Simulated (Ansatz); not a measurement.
# Sn on Zr(0001), ontop start, 2x2 cell: photoemission fingerprints, part 5 of 5

Aim: how the adsorbate changes the work function, the valence spectrum and the core levels in Sn on Zr(0001), ontop start, 2x2 cell. Spin–orbit coupling is left out of the bands throughout.

Ansatz 0.2.0; DFT, PBE, plane-wave PAW, default files, scalar-relativistic.

So far. Step 2 (The clean face): At the Fermi level the DOS is 7.38 states/eV a cell, and on the broadened curves Zr 4d holds 86 % of the total there. Step 4 (Bands by layer): The largest force component on a free atom is 0.019 eV/Å, so the atoms are at rest for these settings too. At the Fermi level the DOS is 22.53 states/eV a cell, and on the broadened curves Zr 4d holds 86 % of the total there.

### 9. Another try

This step: DFT, PBE, plane-wave PAW, default files, scalar-relativistic; changed: crystal.lattice = [[12.20763061, 0.0, 0.0], [6.1038153, 10.57211822, 0.0], [0.0, 0.0, 47.81951896]], scf.max_iter = 60 (Ansatz 0.2.0).

System of this step: Zr16Sn. The cell holds 17 atoms: 1 Sn and 16 Zr. Its edges and angles: a = 12.208 Å, b = 12.208 Å, c = 47.820 Å, α = 90.0°, β = 90.0°, γ = 60.0°. It derives from Zr. How the cell was made: adsorbate; added: Sn; site: ontop; coverage 0.25 monolayer; cell: 2x2; on one face. Regions: ad, 1 atom (1 Sn); L1, 4 atoms (4 Zr); L2, 4 atoms (4 Zr); L3, 4 atoms (4 Zr); rest, 4 atoms (4 Zr). Vacuum lies along c.

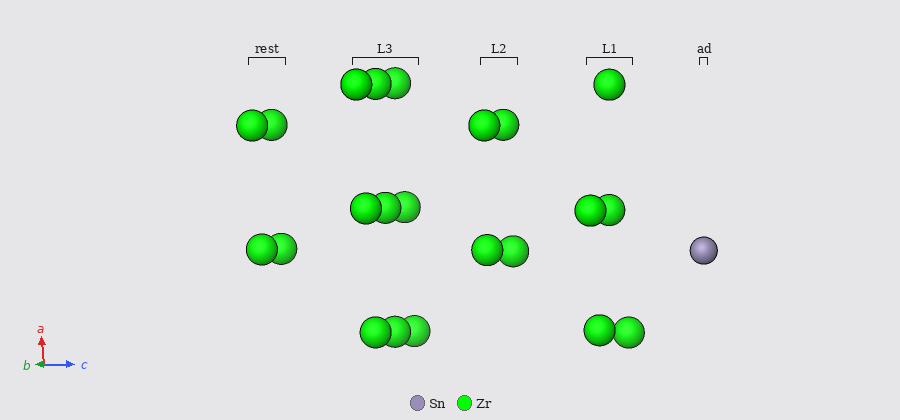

The cell of this step (tin purple, zirconium green). Some periodic images of atoms are drawn too.

Contents of input.yaml:

```yaml
crystal:
  lattice:
    - [12.20763061, 0.0, 0.0]
    - [6.1038153, 10.57211822, 0.0]
    - [0.0, 0.0, 47.81951896]
  atoms:
    - { symbol: Sn, position: [0.3300328715, -0.1648945932, 0.6931355644] }
    - { symbol: Zr, position: [0.0090396434, -0.0042176514, 0.5996376517] }
    - { symbol: Zr, position: [0.4917065458, -0.004250038, 0.5998125966] }
    - { symbol: Zr, position: [-0.0026389413, 0.5016527623, 0.6084423502] }
    - { symbol: Zr, position: [0.4916102371, 0.5131595436, 0.59989732] }
    - { symbol: Zr, position: [0.8343735509, 0.3382722407, 0.5046022977] }
    - { symbol: Zr, position: [0.3239716074, 0.3382688482, 0.504614342] }
    - { symbol: Zr, position: [0.8342406019, 0.8277703031, 0.5045958288] }
    - { symbol: Zr, position: [0.331458841, 0.8344346429, 0.4987457889] }
    - { symbol: Zr, position: [0.0, 0.0, 0.398537838] }
    - { symbol: Zr, position: [0.5, 0.0, 0.398537838] }
    - { symbol: Zr, position: [0.0, 0.5, 0.398537838] }
    - { symbol: Zr, position: [0.5, 0.5, 0.398537838] }
    - { symbol: Zr, position: [0.833333333, 0.333333333, 0.296384114] }
    - { symbol: Zr, position: [0.333333333, 0.333333333, 0.296384114] }
    - { symbol: Zr, position: [0.833333333, 0.833333333, 0.296384114] }
    - { symbol: Zr, position: [0.333333333, 0.833333333, 0.296384114] }
kpoints:
  mp_grid: { grid: [6, 6, 1] }
scf:
  occupations: { method: fermi_dirac, width: 0.05 }
  n_extra_bands: 25
  max_iter: 60
hamiltonian:
  xc: pbe
  pseudopotentials: { kind: paw }
output:
  forces: true
  write_potential: true
  volumetric_format: []
  dos:
    projected:
      site_lists:
        adsorbate: [0]
        layer_1: [1, 2, 3, 4]
        layer_2: [5, 6, 7, 8]
        layer_3: [9, 10, 11, 12]
        other_layers: [13, 14, 15, 16]
    de: 0.05
    e_range: [-30, 12]
    method: { smearing: { sigma: 0.15, scheme: gaussian } }
efield:
  axis: 3
  dipole_correction: true
```

Command:

```
> ansatz run input.yaml --threads 8 --pin off --max-ram 20480MiB --backend cpu --events-out ev --progress --plain --runs-dir out
```

Numbers of over 12 decimals in the logs are rounded to 6 here.

Log:

```text
scf.n_extra_bands = 25 over 103 filled bands (N_el = 206.0): the run solves 128 bands
Engine: ansatz 0.2.0, aarch64-unknown-linux-gnu
Pseudopotentials: kind: paw
Pseudopotential: Sn, paw, valence charge 14, recommended cutoff 420 eV (normal), Sn.paw.azcp
Pseudopotential: Zr, paw, valence charge 12, recommended cutoff 420 eV (normal), Zr.paw.azcp
Functional definition: PBE
  parameter kappa = 0.804
  parameter beta = 0.066725
  exchange = pbe_x(kappa = kappa, mu = beta*pi^2/3)
  correlation = pbe_c(beta = beta)
Crystal: 17 atoms, lattice volume = 6171.612 Å³
Basis set: ecut = 420 eV, 120825 PW (Γ), exchange–correlation on 180×180×640 points (8 copies of the dense FFT grid, shifted against one another)
Bands: 128, of which v1, the nominal top of the filled ones, is band 103 counted from 1 (102 counted from 0)
Symmetry: 1 space group operations
Space group: P1 (ITA 1), of the structure as read, at distance tolerance 1.8e-4 Å
k-points: 20 of 36 (time reversal used)
Non-local potential: Sn, projectors of the file, l = 0: 2, l = 1: 2, l = 2: 2, l = 3: 2
Non-local potential: Zr, projectors of the file, l = 0: 3, l = 1: 2, l = 2: 2, l = 3: 2
PAW form: soft (Blöchl's): semilocal exchange-correlation on the pseudo side does not see the compensation charge
PAW one-centre angular grid: Sn, 590 points (default); XC on 64 Gauss nodes
PAW one-centre angular grid: Zr, 590 points (default); XC on 64 Gauss nodes
Initial density: superposition of atomic densities (neutral atoms: chi_scale 0, normalization atom), corrected by the library's trained network
Initial wavefunctions: pseudopotential atomic-orbital guess
Functional: x = pbe(κ = 0.804, μ = 0.219515), c = pbe(β = 0.066725)
SCF iter   1: F=—  HF=-72853.770138 eV  |F-HF|=—  |Δ(HF+E_count)|=         —  Δρ=3.28e-3  dr2=5.93e0  ethr=1.77e-3  p=-0.006 e·Å  D=-1.88e-4 V/Å  ΔV_dip=0.01 eV  dr2_dipole=1.68e-1  V_vac-E_F(+/−)=3.74/3.73 eV  ⟨swp⟩=4.1  Hψ=8707  notcnv=0
efield: sawtooth ramp at fractional position 0.9448 (placed from the atoms, in the widest stretch of the axis that holds none; the zero of the levels goes with the place), width 0.1000; the density the first Hamiltonian is built on has a dipole p = -0.006 e·Å; the dipole correction subtracts the counter field D = -1.88e-4 V/Å, which shifts the + side's vacuum level by +0.01 eV against the − side's; the planar-averaged density in the ramp window peaks in size at 1.3e-8 e/Å³
preconditioner: auto → LDOS  [metal: Δε(μ)=0.000 eV  Ē_g=0.529 eV  σ=0.050 eV  W_gap=0.00  n_scr=340 (ndim 8)  ℏωp=3.8 eV  f_vac=0.579  D(μ)=325.32/eV (n_scr^D=3034)  β→1.0]
SCF iter   2: F=—  HF=-72853.780829 eV  |F-HF|=—  |Δ(HF+E_count)|=   1.07e-2  Δρ=2.75e-3  dr2=1.28e0  ethr=1.77e-3  p=-0.055 e·Å  D=-1.62e-3 V/Å  ΔV_dip=0.08 eV  dr2_dipole=5.51e-2  V_vac-E_F(+/−)=3.75/3.67 eV  ⟨swp⟩=1.0  Hψ=2960  notcnv=0
SCF iter   3: F=—  HF=-72853.851181 eV  |F-HF|=—  |Δ(HF+E_count)|=   7.04e-2  Δρ=3.87e-3  dr2=2.52e0  ethr=6.19e-4  p=-0.055 e·Å  D=-1.60e-3 V/Å  ΔV_dip=0.08 eV  dr2_dipole=3.55e-2  V_vac-E_F(+/−)=3.75/3.68 eV  ⟨swp⟩=4.0  Hψ=3631  notcnv=0
SCF iter   4: F=—  HF=-72853.759757 eV  |F-HF|=—  |Δ(HF+E_count)|=   9.14e-2  Δρ=1.30e-3  dr2=4.13e-1  ethr=6.19e-4  p=-0.057 e·Å  D=-1.68e-3 V/Å  ΔV_dip=0.08 eV  dr2_dipole=1.12e-2  V_vac-E_F(+/−)=3.75/3.67 eV  ⟨swp⟩=1.2  Hψ=2744  notcnv=0
SCF iter   5: F=—  HF=-72853.801144 eV  |F-HF|=—  |Δ(HF+E_count)|=   4.14e-2  Δρ=2.25e-3  dr2=9.18e-1  ethr=2.00e-4  p=-0.041 e·Å  D=-1.21e-3 V/Å  ΔV_dip=0.06 eV  dr2_dipole=5.75e-2  V_vac-E_F(+/−)=3.73/3.68 eV  ⟨swp⟩=4.2  Hψ=3203  notcnv=0  recentre
SCF iter   6: F=—  HF=-72853.771663 eV  |F-HF|=—  |Δ(HF+E_count)|=   2.95e-2  Δρ=1.06e-3  dr2=4.00e-1  ethr=2.00e-4  p=-0.046 e·Å  D=-1.35e-3 V/Å  ΔV_dip=0.06 eV  dr2_dipole=2.33e-2  V_vac-E_F(+/−)=3.74/3.67 eV  ⟨swp⟩=1.4  Hψ=2858  notcnv=0
SCF iter   7: F=—  HF=-72853.770603 eV  |F-HF|=—  |Δ(HF+E_count)|=   1.06e-3  Δρ=7.88e-4  dr2=3.51e-1  ethr=1.94e-4  p=-0.034 e·Å  D=-9.92e-4 V/Å  ΔV_dip=0.05 eV  dr2_dipole=1.04e-1  V_vac-E_F(+/−)=3.74/3.69 eV  ⟨swp⟩=2.6  Hψ=2598  notcnv=0
SCF iter   8: F=—  HF=-72853.779286 eV  |F-HF|=—  |Δ(HF+E_count)|=   8.68e-3  Δρ=9.76e-4  dr2=1.95e-1  ethr=1.70e-4  p=-0.026 e·Å  D=-7.62e-4 V/Å  ΔV_dip=0.04 eV  dr2_dipole=3.89e-2  V_vac-E_F(+/−)=3.73/3.70 eV  ⟨swp⟩=1.0  Hψ=2560  notcnv=0
SCF iter   9: F=—  HF=-72853.776303 eV  |F-HF|=—  |Δ(HF+E_count)|=   2.98e-3  Δρ=4.46e-4  dr2=3.49e-2  ethr=9.46e-5  p=-0.016 e·Å  D=-4.69e-4 V/Å  ΔV_dip=0.02 eV  dr2_dipole=1.04e-3  V_vac-E_F(+/−)=3.74/3.72 eV  ⟨swp⟩=1.1  Hψ=2582  notcnv=0
SCF iter  10: F=—  HF=-72853.794065 eV  |F-HF|=—  |Δ(HF+E_count)|=   1.78e-2  Δρ=8.29e-4  dr2=1.37e-1  ethr=1.69e-5  p=-0.015 e·Å  D=-4.34e-4 V/Å  ΔV_dip=0.02 eV  dr2_dipole=4.35e-4  V_vac-E_F(+/−)=3.74/3.72 eV  ⟨swp⟩=5.5  Hψ=6300  notcnv=0  recentre
[...]
SCF iter  18: F=—  HF=-72853.817001 eV  |F-HF|=—  |Δ(HF+E_count)|=   1.14e-2  Δρ=6.93e-4  dr2=2.57e-1  ethr=4.58e-6  p=0.018 e·Å  D=5.42e-4 V/Å  ΔV_dip=-0.03 eV  dr2_dipole=1.29e-2  V_vac-E_F(+/−)=3.75/3.78 eV  ⟨swp⟩=12.5  Hψ=12291  notcnv=0  recentre
SCF iter  19: F=—  HF=-72853.813505 eV  |F-HF|=—  |Δ(HF+E_count)|=   3.50e-3  Δρ=7.28e-4  dr2=1.61e-1  ethr=4.58e-6  p=0.012 e·Å  D=3.61e-4 V/Å  ΔV_dip=-0.02 eV  dr2_dipole=9.72e-3  V_vac-E_F(+/−)=3.75/3.77 eV  ⟨swp⟩=2.0  Hψ=3122  notcnv=0
[...]
SCF iter  24: F=—  HF=-72853.819544 eV  |F-HF|=—  |Δ(HF+E_count)|=   9.64e-4  Δρ=2.61e-4  dr2=7.65e-3  ethr=4.58e-6  p=0.014 e·Å  D=4.14e-4 V/Å  ΔV_dip=-0.02 eV  dr2_dipole=1.31e-5  V_vac-E_F(+/−)=3.75/3.77 eV  ⟨swp⟩=2.2  Hψ=3050  notcnv=0
SCF iter  25: F=—  HF=-72853.820752 eV  |F-HF|=—  |Δ(HF+E_count)|=   1.21e-3  Δρ=2.38e-4  dr2=9.03e-3  ethr=3.71e-6  p=0.012 e·Å  D=3.43e-4 V/Å  ΔV_dip=-0.02 eV  dr2_dipole=1.93e-4  V_vac-E_F(+/−)=3.75/3.77 eV  ⟨swp⟩=3.6  Hψ=3472  notcnv=0
SCF iter  26: F=—  HF=-72853.820715 eV  |F-HF|=—  |Δ(HF+E_count)|=   3.69e-5  Δρ=1.72e-4  dr2=5.11e-3  ethr=3.71e-6  p=0.005 e·Å  D=1.33e-4 V/Å  ΔV_dip=-0.01 eV  dr2_dipole=1.22e-4  V_vac-E_F(+/−)=3.75/3.75 eV  ⟨swp⟩=1.2  Hψ=2705  notcnv=0
SCF iter  27: F=—  HF=-72853.820708 eV  |F-HF|=—  |Δ(HF+E_count)|=   7.01e-6  Δρ=8.94e-5  dr2=2.18e-3  ethr=2.48e-6  p=0.002 e·Å  D=5.34e-5 V/Å  ΔV_dip=-0.00 eV  dr2_dipole=1.05e-4  V_vac-E_F(+/−)=3.75/3.75 eV  ⟨swp⟩=2.0  Hψ=2580  notcnv=0
```

It took 10 min on 8 threads of Arm Neoverse V1, shared host; peak memory 14 GiB.

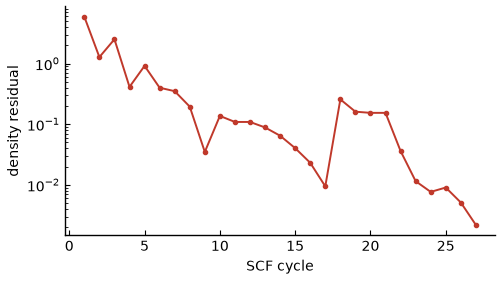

Residual by cycle in this run.

The run was cut off at its time limit.

After 27 cycles the residual stands at 0.0022.

The fault put into the input: a lattice typed in bohr (crystal.lattice).

### 10. Outcome

```json
{"work function": "4.58 eV (other face 4.19 eV)", "change from the clean face": "+0.42 eV", "Zr 4d centre of the filled part above −10 eV, from the plotted curve, layer 1": "-1.38 eV", "Zr 4d centre of the filled part above −10 eV, from the plotted curve, layer 3": "-1.39 eV", "Zr core shifts among the listed atoms, from the last listed one": "+0.00 to +0.51 eV"}
```

The Fermi level of Sn on Zr(0001), ontop start, 2x2 cell lies 4.58 eV (other face 4.19 eV) below the vacuum, a change of +0.42 eV from the clean face. The sign fits the charge transfer: Sn is more electronegative than the metal and draws charge outwards, a dipole that raises the barrier. Only the strongest levels a point were stored, too few to count surface states. The group slid 1.8 Å sideways from its starting site. After relaxation Sn1 stands 2.31 Å above the top layer, bonded to 3 Zr atoms at 2.97 Å. The bare lower face differs from the lower face of the clean 1×1 slab by 0.01 eV, a measure of the error from mesh and slab. Core shifts by the Z+1 route: Zr +0.00 to +0.51 eV. Among the sites run, the most bound Zr 3d level is that of Zr4 (layer 1), bonded to 9 Zr; the least bound, 0.51 eV shallower, that of Zr10 (layer 3), bonded to 12 Zr. At 21.2 eV the valence spectrum has its highest listed peak within 10.8 eV at 1.0 eV (Zr 4d). At 1486.7 eV the valence spectrum has its highest listed peaks within 13 eV at 0.9 eV (Zr 4d) and 1.9 eV (Zr 4d), and the deeper Zr 4p line at 26.8 eV is higher still (without the spin–orbit splitting that a measurement shows). The shell named is the one with most of the intensity, cross sections included, not always the one with most states there. Semilocal functionals put filled localised shells such as Sn 4d too near the top of the filled states. Spin–orbit coupling is left out, which matters for the heavy atoms here. The slab's own atoms span 7.9 Å, so bulk bands appear as a few quantum-well levels, and states of the two faces can mix. The program warns of density or levels in the vacuum in some of these runs, so vacuum levels and energy differences can be a little off.

[Logs are printed without paths, hosts, clocks, repeated set-up lines and the standing remarks that a program may print on its own settings, such as how far it seeks lower states.]

[Hosts, paths, dates, database ids (printed as entryN), source tags and the programs' standing remarks are cut or masked in the printed files.]

[Maps of the electrostatic potential energy from Ansatz leave out the sawtooth potential of an applied field or a dipole correction, so their vacuum need not be flat; work functions include it.]
